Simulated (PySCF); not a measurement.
# One shape, several levels: C3H3FS (SMILES C=C1SC1F)

We compute a comparison of 6 runs (HF/STO-3G, HF/3-21G, HF/6-31G, wB97X/STO-3G, B3LYP/6-31G*, wB97X/6-31G**) of C3H3FS. The job is set up through a Python script.

Program for the calculation: PySCF 2.14.0.

1 further run of the same task is left out (set aside as unsound or not needed).

**1. The molecule**

C3H3FS: 8 atoms, total charge 0, spin state singlet. As SMILES, `C=C1SC1F`. The coordinates come from a PBE0-D4/def2-TZVP relaxation.

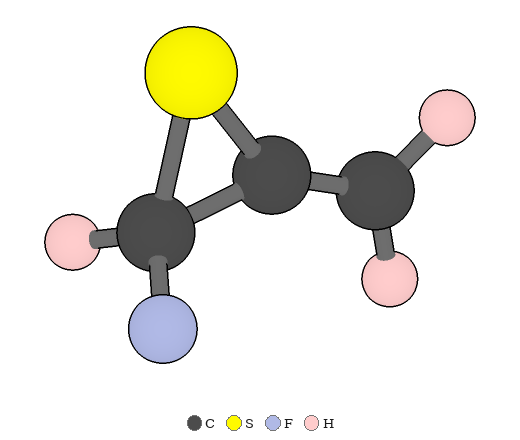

The structure, seen from a chosen angle (carbon dark grey, sulfur yellow, fluorine light blue, hydrogen pink).

**2. Energy and gradient at HF/STO-3G (run 1)**

The input, input.py:

```python
# C=C1SC1F
import pyscf.grad
from pyscf import gto

mol = gto.M(
    atom='''
C     -0.059526     2.629743     0.570319
C      0.594697     0.294608    -0.000567
S      3.048128    -1.640093    -0.991350
C     -0.263428    -2.273341    -0.313884
F     -1.801287    -2.836857    -2.272207
H     -1.991582     3.044538     1.105679
H      1.284825     4.169303     0.505124
H     -0.637405    -3.495993     1.291439
''',
    basis='sto-3g',
    unit='bohr',
    max_memory=1860,
    charge=0,
    verbose=4,
    spin=0,
)

calc0 = mol.RHF()
calc0.conv_tol = 1e-10
calc0.kernel()
if not calc0.converged:
    calc0 = calc0.newton().run(calc0.mo_coeff, calc0.mo_occ)

e_final = calc0.e_tot
print('E = %.10f Eh' % e_final)
grad = calc0.Gradients().kernel()
calc0.analyze()
```

The run is started by

```
OMP_NUM_THREADS=1 python input.py
```

What it wrote:

```text
PySCF version 2.14.0

[... 80 lines left out ...]
One-electron Energy =                -1254.082633038624863
[... 8 lines left out ...]
MO #4   energy= -11.050502174271   occ= 2
[... 6 lines left out ...]
MO #11  energy= -1.10475878637198  occ= 2
[... 6 lines left out ...]
MO #18  energy= -0.538556669519422 occ= 2
[... 6 lines left out ...]
MO #25  energy= 0.333798107206034  occ= 0
[... 6 lines left out ...]
MO #32  energy= 1.07266268837751   occ= 0
[... 43 lines left out ...]
Dipole moment(X, Y, Z, Debye):  0.06071,  0.12338,  0.89678
```

Run time: 0.86 s. Hardware: 1 thread of AMD EPYC 9R45 (Zen 5), shared host; peak memory 0.12 GiB.

**3. Energy and forces at HF/3-21G (run 2)**

The input, input.py:

```python
# C=C1SC1F
from pyscf import gto

mol = gto.Mole()
mol.atom = '''
C     -0.031500     1.391600     0.301800
C      0.314700     0.155900    -0.000300
S      1.613000    -0.867900    -0.524600
C     -0.139400    -1.203000    -0.166100
F     -0.953200    -1.501200    -1.202400
H     -1.053900     1.611100     0.585100
H      0.679900     2.206300     0.267300
H     -0.337300    -1.850000     0.683400
'''
mol.verbose = 4
mol.basis = '3-21g'
mol.max_memory = 1860
mol.build()

hf = mol.RHF()
hf.conv_tol = 1e-10
hf.kernel()
if not hf.converged:
    hf = hf.newton().run(hf.mo_coeff, hf.mo_occ)

etot = hf.e_tot
print('E(%s) = %.9f' % ('HF', etot))
grad = hf.nuc_grad_method().kernel()
dip = hf.dip_moment()
pop, q = hf.mulliken_pop()
```

The run is started by

```
OMP_NUM_THREADS=1 python input.py
```

What it wrote:

```text
PySCF version 2.14.0

[... 66 lines left out ...]
converged SCF energy = -609.074588167342
[... 12 lines left out ...]
Dipole moment(X, Y, Z, Debye): -0.61337,  1.07883,  2.02098
[... 64 lines left out ...]
charge of    7H =      0.27269
```

Wall time 0.9 s (1 thread of AMD EPYC 9R45 (Zen 5), shared host); peak memory 0.13 GiB.

**4. Energy and forces at HF/6-31G (run 3)**

The input, input.py:

```python
# C=C1SC1F
from pyscf import gto

mol = gto.M(
    atom='''
C   -0.031500   1.391600   0.301800
C    0.314700   0.155900  -0.000300
S    1.613000  -0.867900  -0.524600
C   -0.139400  -1.203000  -0.166100
F   -0.953200  -1.501200  -1.202400
H   -1.053900   1.611100   0.585100
H    0.679900   2.206300   0.267300
H   -0.337300  -1.850000   0.683400
''',
    max_memory=1860,
    basis='6-31g',
    verbose=4,
)

mf = mol.RHF()
mf.conv_tol = 1e-10
mf.kernel()
if not mf.converged:
    mf = mf.newton().run(mf.mo_coeff, mf.mo_occ)

e_final = mf.e_tot
print('E = %.10f Eh' % e_final)
grad = mf.nuc_grad_method().kernel()
mf.analyze()
```

The run is started by

```
OMP_NUM_THREADS=1 python input.py
```

What it wrote:

```text
PySCF version 2.14.0

[... 85 lines left out ...]
DFT Exchange-Correlation Energy =      -51.697553656610523
[... 12 lines left out ...]
MO #11  energy= -1.20927037916783  occ= 2
[... 10 lines left out ...]
MO #22  energy= -0.443220660490177 occ= 2
[... 10 lines left out ...]
MO #33  energy= 0.500675011542015  occ= 0
[... 10 lines left out ...]
MO #44  energy= 0.987635817650015  occ= 0
[... 10 lines left out ...]
MO #55  energy= 2.44175033960438   occ= 0
[... 66 lines left out ...]
Dipole moment(X, Y, Z, Debye): -0.47853,  1.18665,  2.18625
```

It took 2.4 s on 1 thread of AMD EPYC 9R45 (Zen 5), shared host; peak memory 0.13 GiB.

Runs 4 to 5 aren't shown in full; the table further down has their settings and results.

**5. Energy and forces at wB97X/6-31G(d,p) (spherical functions) (run 6)**

The input, run.py:

```python
import pyscf.grad
from pyscf import gto, dft

system = gto.M(
    atom='''
C     -0.059526     2.629743     0.570319
C      0.594697     0.294608    -0.000567
S      3.048128    -1.640093    -0.991350
C     -0.263428    -2.273341    -0.313884
F     -1.801287    -2.836857    -2.272207
H     -1.991582     3.044538     1.105679
H      1.284825     4.169303     0.505124
H     -0.637405    -3.495993     1.291439
''',
    basis='6-31g**',
    charge=0,
    max_memory=1860,
    unit='bohr',
    verbose=3,
)

myscf = dft.RKS(system, xc='wb97x')
myscf.grids.level = 5
myscf.conv_tol = 1e-10
myscf.kernel()
if not myscf.converged:
    myscf = myscf.newton().run(myscf.mo_coeff, myscf.mo_occ)

e_tot = myscf.e_tot
print('E = %.10f Eh' % e_tot)
grad = myscf.Gradients().kernel()
myscf.analyze()
```

The run is started by

```
OMP_NUM_THREADS=1 python run.py
```

What it wrote:

```text
converged SCF energy = -614.007632369629
[... 23 lines left out ...]
MO #14  energy= -0.683880065764535 occ= 2
[... 14 lines left out ...]
MO #29  energy= 0.268339243545642  occ= 0
[... 14 lines left out ...]
MO #44  energy= 0.795106784713104  occ= 0
[... 14 lines left out ...]
MO #59  energy= 1.48494305069005   occ= 0
[... 14 lines left out ...]
MO #74  energy= 2.28443827525339   occ= 0
[... 14 lines left out ...]
MO #89  energy= 3.68849410222574   occ= 0
[... 9 lines left out ...]
Dipole moment(X, Y, Z, Debye): -0.51703,  0.54525,  1.45890
```

It took 26 s on 1 thread of AMD EPYC 9R45 (Zen 5), shared host; peak memory 0.87 GiB.

**6. The series**

```csv
run,level,integration grid,energy (Eh),dipole moment (D),HOMO energy (eV),LUMO energy (eV),wall time
1,HF/STO-3G,–,-605.079635,0.91,-6.81,8.09,0.86 s
2,HF/3-21G,–,-609.074588,2.37,-9.39,3.69,0.9 s
3,HF/6-31G,–,-612.100176,2.53,-9.40,3.52,2.4 s
4,wB97X/STO-3G,5,-606.780025,0.64,-6.22,5.75,6 s
5,B3LYP/6-31G* (spherical functions),5,-614.075404,1.51,-6.40,-0.39,13 s
6,wB97X/6-31G** (spherical functions),5,-614.007632,1.64,-8.94,1.96,26 s
```

**7. Summary of results**

| quantity | value |
| --- | --- |
| run 6: total energy | -614.00763 Eh |
| run 6: dipole moment | 1.64 D |
| run 6: HOMO energy | -8.94 eV |
| run 6: LUMO energy | 1.96 eV |
| run 6: HOMO–LUMO gap | 10.89 eV |
| run 6: largest force on an atom | 0.307 eV/Å |

In words: The dipole moment (its size) runs from 0.64 D (wB97X/STO-3G) to 2.53 D (HF/6-31G). The two ends differ in method and basis. The HOMO–LUMO gap runs from 6.00 eV (B3LYP/6-31G*) to 14.90 eV (HF/STO-3G). Totals of different functionals can't be ranked against each other. In runs 1, 4 the basis is minimal, so the values are rough. All runs together took 49 s, the longest 26 s.
